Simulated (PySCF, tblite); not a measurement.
# C₃H₈NOSi₂ radical: geometry, infrared bands and EPR parameters

What infrared bands and EPR parameters should C₃H₈NOSi₂ radical (`O=C[N][SiH]1C[SiH2]C1`) show?

The runs use tblite 0.8.0 and PySCF 2.14.0, with density-fitted response routines of our own; the level of theory stands in each step. All values are computed, except where a source is named. Atoms count from 0, in the outputs and in this text.

**1. The starting structure**

15 atoms, charge 0, multiplicity 2; geometry from: force field or distance geometry start.

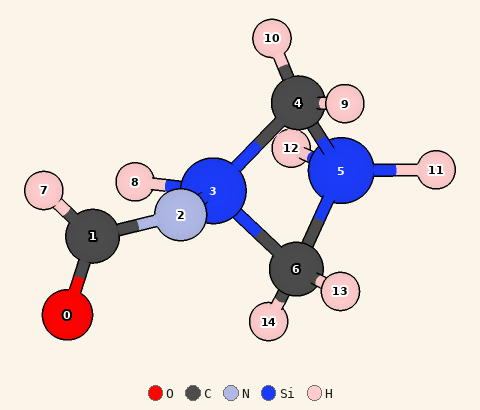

The starting geometry (oxygen red, carbon dark grey, nitrogen light blue, silicon blue, hydrogen pink), atoms numbered; sticks join atoms by distance.

**2. Optimising the geometry with GFN2-xTB**

What the job is given:

```
{"job": {"kind": "relax", "xc": "GFN2-xTB", "basis": "xTB"}, "charge": 0, "multiplicity": 2}
O      3.565100    -0.907800    -0.220100
C      3.079500     0.162700    -0.707200
N      1.770800     0.113500    -1.210600
Si     0.383100     0.198600    -0.106900
C     -1.116200     1.137800    -0.707100
Si    -2.141800    -0.135600     0.208900
C     -0.717600    -1.325700    -0.086800
H      3.708100     1.051100    -0.689000
H      0.823400     0.556500     1.262100
H     -1.224700     1.017300    -1.793200
H     -1.197200     2.155700    -0.326400
H     -3.394600    -0.504500    -0.419300
H     -2.296300     0.279400     1.645200
H     -0.720300    -1.752200    -1.117200
H     -0.525700    -2.038800     0.739900
```

Launch:

```console
$ OMP_NUM_THREADS=1 python probes_run.py task.json out
```

One launch serves the whole session: the jobs run in the order shown.

The program printed:

```text
step      E/eV     max force
  0    -566.61370    4.380
  1    -567.11452    2.972
  2    -567.26854    1.489
  3    -567.34635    0.859
  4    -567.47244    0.644
  5    -567.49079    0.397
  6    -567.51025    0.308
  7    -567.51860    0.311
  8    -567.53631    0.304
  9    -567.54697    0.261
 10    -567.55690    0.210
 11    -567.56435    0.227
 12    -567.57204    0.237
 13    -567.57900    0.229
 14    -567.58647    0.279
 15    -567.59574    0.276
 16    -567.60695    0.315
 17    -567.61799    0.307
 18    -567.62768    0.236
 19    -567.63619    0.207
 20    -567.64427    0.228
 21    -567.65206    0.218
 22    -567.65838    0.164
 23    -567.66352    0.149
 24    -567.66830    0.223
 25    -567.67271    0.239
 26    -567.67743    0.222
 27    -567.68290    0.330
 28    -567.69032    0.359
 29    -567.69946    0.223
 30    -567.70445    0.152
 31    -567.70790    0.128
 32    -567.71182    0.197
 33    -567.71599    0.227
 34    -567.72040    0.187
 35    -567.72453    0.157
 36    -567.72881    0.212
 37    -567.73392    0.234
 38    -567.74025    0.182
 39    -567.74575    0.194
 40    -567.75015    0.156
 41    -567.75299    0.125
 42    -567.75531    0.139
 43    -567.75773    0.135
 44    -567.76222    0.134
 45    -567.76471    0.150
 46    -567.76815    0.138
 47    -567.77091    0.144
 48    -567.77420    0.142
 49    -567.77718    0.133
 50    -567.77937    0.109
 51    -567.78082    0.088
 52    -567.78221    0.099
 53    -567.78386    0.146
 54    -567.78593    0.129
 55    -567.78832    0.148
 56    -567.79068    0.121
 57    -567.79238    0.112
 58    -567.79403    0.103
 59    -567.79521    0.095
 60    -567.79624    0.077
 61    -567.79720    0.086
 62    -567.79824    0.075
 63    -567.79891    0.058
 64    -567.79952    0.053
 65    -567.80005    0.057
 66    -567.80059    0.065
 67    -567.80110    0.062
 68    -567.80168    0.072
 69    -567.80235    0.066
 70    -567.80309    0.077
 71    -567.80372    0.075
 72    -567.80429    0.059
 73    -567.80474    0.045
 74    -567.80511    0.037
 75    -567.80531    0.033
 76    -567.80549    0.027
 77    -567.80564    0.033
 78    -567.80580    0.031
 79    -567.80593    0.027
 80    -567.80601    0.020
 81    -567.80605    0.015
 82    -567.80608    0.014
 83    -567.80611    0.013
 84    -567.80614    0.014
 85    -567.80616    0.013
 86    -567.80619    0.014
 87    -567.80622    0.014
 88    -567.80625    0.011
 89    -567.80627    0.017
 90    -567.80630    0.018
 91    -567.80633    0.013
 92    -567.80635    0.011
 93    -567.80638    0.016
 94    -567.80641    0.016
 95    -567.80644    0.016
 96    -567.80647    0.019
 97    -567.80652    0.022
 98    -567.80658    0.023
 99    -567.80664    0.020
100    -567.80671    0.020
101    -567.80680    0.023
102    -567.80689    0.028
103    -567.80698    0.025
104    -567.80702    0.022
105    -567.80705    0.013
106    -567.80708    0.013
107    -567.80713    0.025
108    -567.80720    0.024
109    -567.80725    0.018
110    -567.80729    0.011
111    -567.80731    0.012
112    -567.80734    0.019
113    -567.80739    0.019
114    -567.80747    0.025
115    -567.80759    0.030
116    -567.80773    0.037
117    -567.80784    0.068
118    -567.80791    0.026
119    -567.80795    0.016
120    -567.80796    0.021
121    -567.80798    0.024
122    -567.80801    0.017
123    -567.80803    0.011
124    -567.80805    0.011
125    -567.80806    0.004
```

It took 0.87 s on 1 thread of Arm Neoverse V2, shared host; peak memory 0.18 GiB.

Step by step: (not every step is listed)

```
step  energy from step 0 (eV)  largest force (eV/Å)
   0                   0.0000                4.3796
   1                  -0.5008                2.9720
   2                  -0.6548                1.4886
   3                  -0.7327                0.8594
   4                  -0.8587                0.6437
   5                  -0.8771                0.3966
   6                  -0.8966                0.3077
   7                  -0.9049                0.3114
   8                  -0.9226                0.3042
  19                  -1.0225                0.2067
  30                  -1.0907                0.1522
  41                  -1.1393                0.1252
  52                  -1.1685                0.0987
  63                  -1.1852                0.0581
  74                  -1.1914                0.0375
  85                  -1.1925                0.0133
  96                  -1.1928                0.0193
 107                  -1.1934                0.0249
 118                  -1.1942                0.0264
 120                  -1.1943                0.0211
 121                  -1.1943                0.0240
 122                  -1.1943                0.0172
 123                  -1.1943                0.0106
 124                  -1.1943                0.0107
 125                  -1.1944                0.0042
```

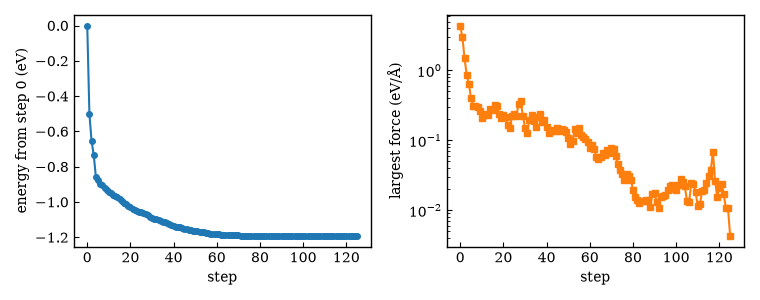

Energy and force, step by step.

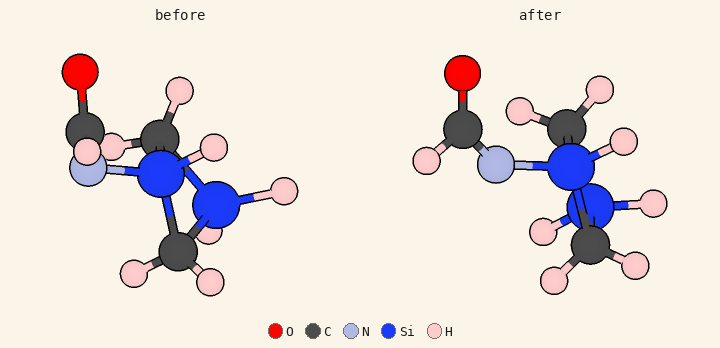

The geometry before (left) and after (right).

Distances of close pairs at the start and the end, largest changes first:

```
   bond  before (Å)  after (Å)  change (Å)
 Si3–C6       1.880      1.982      +0.102
 N2–Si3       1.775      1.676      -0.099
  C1–N2       1.403      1.305      -0.098
  O0–C1       1.272      1.208      -0.064
 Si3–C4       1.868      1.914      +0.046
  C1–H7       1.088      1.128      +0.039
Si5–H12       1.503      1.464      -0.039
 C4–Si5       1.874      1.912      +0.037
```

The final coordinates are the input of the step that follows.

**3. Infrared spectrum with GFN2-xTB**

What the job is given:

```
{"job": {"kind": "ir", "xc": "GFN2-xTB", "basis": "xTB"}, "charge": 0, "multiplicity": 2}
O      3.584979    -0.913136    -0.473676
C      2.867802    -0.145030    -1.069569
N      1.612660     0.196495    -0.960355
Si     0.515428     0.421153     0.286744
C     -1.063581     1.336346    -0.290542
Si    -2.146526    -0.237203    -0.219742
C     -0.589373    -1.224154     0.269908
H      3.290356     0.403507    -1.959960
H      0.943394     0.789789     1.637275
H     -0.969872     1.757284    -1.285985
H     -1.374785     2.136343     0.373000
H     -2.734216    -0.658473    -1.489258
H     -3.140604    -0.224222     0.854828
H     -0.226797    -1.945953    -0.450930
H     -0.573277    -1.684756     1.250695
```

The program printed:

```text
mode    cm-1     km/mol
  1      23.9      2.69
  2      44.2      0.38
  3      67.4      3.12
  4     158.9      0.87
  5     172.2      8.32
  6     242.1     33.30
  7     315.1     33.51
  8     440.9     33.93
  9     482.4      3.34
 10     489.6     30.18
 11     553.5     19.69
 12     561.9     19.05
 13     612.0     21.18
 14     625.6     89.60
 15     647.5     54.11
 16     683.0     81.99
 17     701.6    108.32
 18     714.4    140.31
 19     745.5    238.01
 20     772.7    243.00
 21     838.9     63.67
 22     861.5      3.42
 23     871.8     24.42
 24     943.1      1.83
 25     994.2     75.73
 26    1044.7     43.68
 27    1285.7     24.53
 28    1289.1    118.65
 29    1420.6     26.50
 30    1433.7      5.06
 31    1743.9    414.03
 32    2246.4    155.09
 33    2254.0    530.90
 34    2277.5    344.49
 35    2512.5     36.87
 36    3029.5     35.36
 37    3033.6      5.66
 38    3037.4     24.61
 39    3056.7     11.06
```

Wall time 0.54 s (1 thread of Arm Neoverse V2, shared host); peak memory 0.18 GiB.

The strongest bands and the atoms that carry them (share of the mass-weighted mode):

```csv
cm⁻¹,km/mol,atoms
714,140.3,"C6 32 %, Si5 20 %, C4 14 %"
746,238.0,"C4 31 %, H12 21 %, H11 19 %"
773,243.0,"H11 28 %, H12 25 %, C4 15 %, Si5 14 %"
1289,118.7,"N2 56 %, O0 16 %, C1 15 %"
1744,414.0,"C1 63 %, O0 31 %"
2246,155.1,"H8 73 %, H12 22 %"
2254,530.9,"H12 73 %, H8 23 %"
2278,344.5,H11 95 %
```

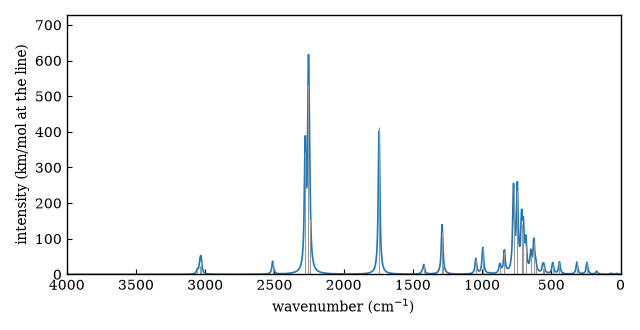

The infrared spectrum from these modes, unscaled. Lines are broadened to a width of 14 cm⁻¹ (Lorentzian).

**4. g tensor and hyperfine couplings: B3LYP/pcH-1**

Same as in step 3 but for these lines:

```diff
@@ -1,2 +1,2 @@
-{"job": {"kind": "ir", "xc": "GFN2-xTB", "basis": "xTB"}, "charge": 0, "multiplicity": 2}
+{"job": {"kind": "epr", "basis": "pcH-1"}, "charge": 0, "multiplicity": 2}
 O      3.584979    -0.913136    -0.473676
```

Level: UKS B3LYP, pcH-1 on C H N O Si, non-relativistic, mean-field spin-orbit, GIAO.

The program printed:

```text
UKS, coarse grid
  cycle   1  E = -827.89295207  |g| = 6.92e-01
  cycle   2  E = -826.77905665  |g| = 1.65e+00
  cycle   3  E = -827.95489858  |g| = 5.30e-01
  cycle   4  E = -828.08094886  |g| = 9.53e-02
  cycle   5  E = -828.08147665  |g| = 1.05e-01
  cycle   6  E = -828.08682605  |g| = 1.54e-02
  cycle   7  E = -828.08704132  |g| = 1.07e-02
  cycle   8  E = -828.08714761  |g| = 4.85e-03
  cycle   9  E = -828.08718758  |g| = 1.80e-03
  cycle  10  E = -828.08719664  |g| = 1.13e-03
  cycle  11  E = -828.08720013  |g| = 6.50e-04
UKS, final grid
  cycle   1  E = -828.08727943  |g| = 1.03e-03
  cycle   2  E = -828.08727826  |g| = 2.13e-03
  cycle   3  E = -828.08728009  |g| = 3.20e-04
  cycle   4  E = -828.08728017  |g| = 1.36e-04
  cycle   5  E = -828.08728025  |g| = 1.10e-04
  cycle   6  E = -828.08728027  |g| = 2.51e-05
  cycle   7  E = -828.08728027  |g| = 1.25e-05
E = -828.08728027 Eh   <S^2> = 0.7578 (exact 0.7500)
g shifts (ppm)      1          2          3
  rmc          -212       -212       -212
  gc             18         38         34
  oz_so         723       1303       6103
  total         529       1128       5925
hyperfine (MHz)  atom isotope    a_iso     a_fc   dipolar eigenvalues
    0   17O      -5.70      -5.29    -33.76     14.82     18.95
    1   13C     -34.47     -34.49    -11.55      3.30      8.25
    2   14N      36.46      36.31    -33.18    -31.74     64.92
    3  29Si      60.26      60.37    -11.48      0.06     11.42
    4   13C      26.74      26.75     -3.43     -3.19      6.61
    5  29Si       3.29       3.28     -4.16      1.96      2.21
    6   13C      52.39      52.38    -17.30    -16.72     34.02
    7    1H     154.42     154.43     -7.79     -1.78      9.58
    8    1H      -7.22      -7.22     -3.29     -1.21      4.50
    9    1H      -1.33      -1.33     -3.27     -0.54      3.80
   10    1H       2.40       2.40     -1.94     -1.26      3.20
   11    1H       2.03       2.03     -0.92     -0.83      1.74
   12    1H       3.15       3.15     -1.21     -0.58      1.78
   13    1H     -11.61     -11.61     -9.31     -0.04      9.36
   14    1H       6.15       6.14     -8.46     -0.80      9.26
```

It took 1.9 min on 1 thread of Arm Neoverse V2, shared host; peak memory 1.1 GiB.

Principal g values 2.00285, 2.00345, 2.00824; g(iso) = 2.00485, against 2.00232 for a free electron.

Mean a(iso) over the nuclei that a row names, and the largest dipolar term of the row (other rows stand at the frozen geometry):

| nuclei | isotope | a(iso) (MHz) | a(iso) (G, at g = 2.0023) | largest dipolar term (MHz) |
| --- | --- | --- | --- | --- |
| H7 | 1H | 154.4 | 55.1 | 9.6 |
| Si3 | 29Si | 60.3 | 21.5 | -11.5 |
| C4, C6 | 13C | 39.6 | 14.1 | 34.0 |
| N2 | 14N | 36.5 | 13.0 | 64.9 |
| C1 | 13C | -34.5 | -12.3 | -11.6 |
| H8 | 1H | -7.2 | -2.6 | 4.5 |
| H9, H13 | 1H | -6.5 | -2.3 | 9.4 |
| O0 | 17O | -5.7 | -2.0 | -33.8 |
| H10, H14 | 1H | 4.3 | 1.5 | 9.3 |
| Si5 | 29Si | 3.3 | 1.2 | -4.2 |
| H12 | 1H | 3.2 | 1.1 | 1.8 |
| H11 | 1H | 2.0 | 0.7 | 1.7 |

Mulliken spin populations:

O0 0.09; C1 -0.06; N2 0.71; Si3 -0.04; C4 0.04; Si5 0.01; C6 0.19; H7 0.07; H8 0.00; H9 0.00; H10 0.00; H11 0.00; H12 0.00; H13 -0.01; H14 0.00

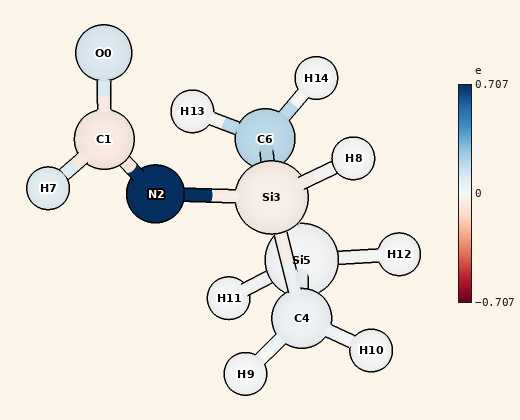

Mulliken spin populations, as colours on the atoms.

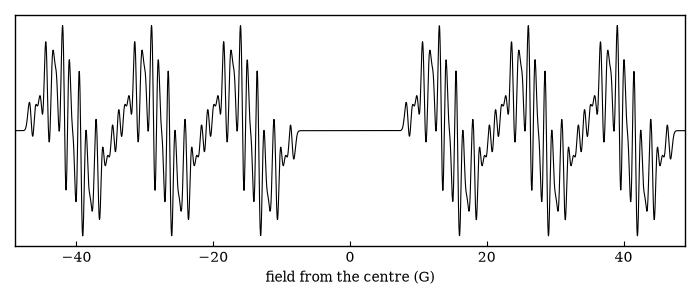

First-order isotropic spectrum (first derivative, main isotopes with spin only, couplings over 0.8 MHz, Gaussian width 0.3 G; couplings of the frozen geometry, rotation of groups not averaged beyond the rows shown).

The fields below are evaluated on a grid from the run's orbitals.

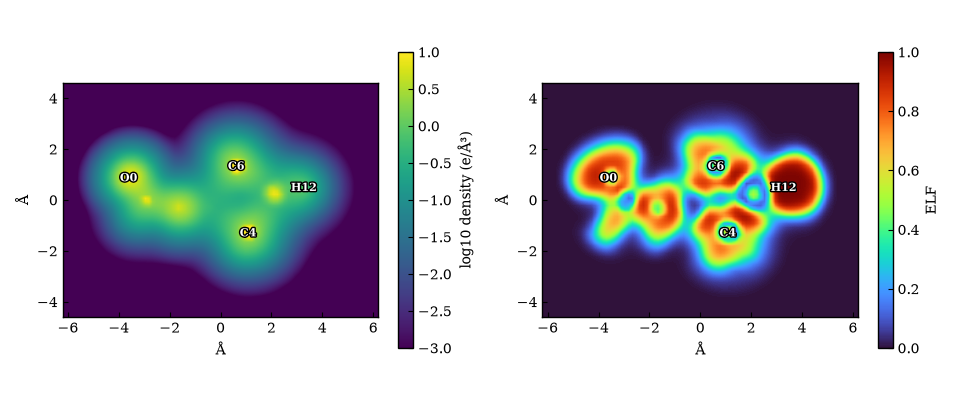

Density (left) and ELF (right) in a plane through or near 4 of the atoms.

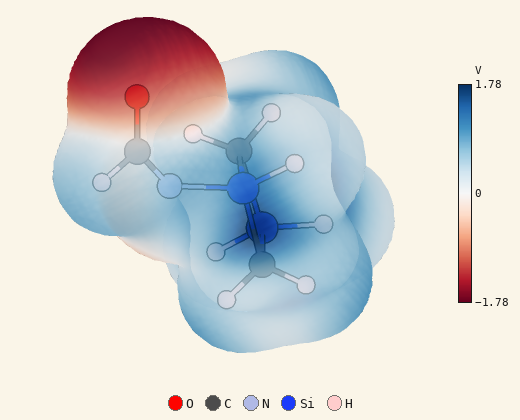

The potential that a unit positive charge feels on the 0.002 e/bohr³ surface, from -1.78 V near O0 to 1.51 V near H8.

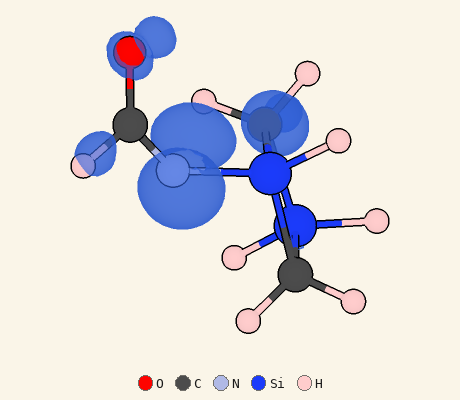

Spin density at ±0.06 e/Å³ (alpha excess blue, beta excess red).

**5. Outcome**

```
                                 quantity                  value
strongest single infrared mode (GFN2-xTB)  2254 cm⁻¹, 531 km/mol
             zero-point energy (GFN2-xTB)          61.8 kcal/mol
                           g(iso) (B3LYP)                2.00485
                                     ⟨S²⟩     0.758 (exact 0.75)
       largest a(iso) (averaged by class)    1H on H7, 154.4 MHz
    surface potential, least and greatest     -1.78 V and 1.51 V
```

In words: Over 125 steps the energy fell by 1.194 eV; of the close pairs, Si3–C6 changed most, 1.880 to 1.982 Å. No mode is imaginary among the 39: a minimum at this level. The strongest single mode, at 2254 cm⁻¹, moves mainly H12. GFN2-xTB is a fitted tight-binding method: band positions and strengths are rough. Its intensities can rank the bands wrongly. N2 carries the largest spin population, 0.71 e. The isotropic g lies 2.5 ppt above the free-electron value.
